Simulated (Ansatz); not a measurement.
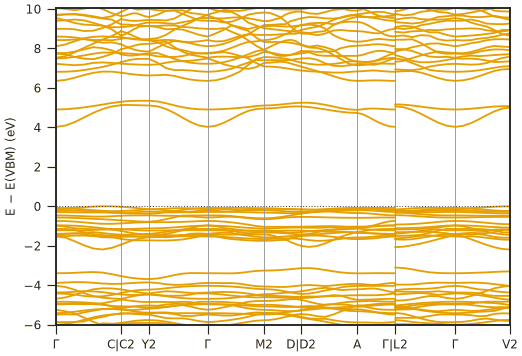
Fig. 1. Band structure from the program Ansatz at the LDA level (PAW)

Question: Read off the gap and where the band edges lie.

Answer: About 4.0 eV (4.02 eV by a search for the band edges); maximum on the Γ–C line, 76 % of the way from Γ, minimum at Γ.

The material is Cs3HSe2O8 in space group C2/m (No. 12; Pearson symbol mS28).

The workflow started from a Materials Project entry (that database holds measured and hypothetical structures alike); the Crystallography Open Database files this formula in space group No. 12, but the cells were not matched. Whether it is the stable phase at ambient conditions was not checked. Symmetry was held in the LDA relaxation; of distortions, only those at the zone centre were tested, and some modes there are weakly imaginary. Spin–orbit coupling is left out wherever it is not named.

Potentials: the later of the program's two PAW sets.
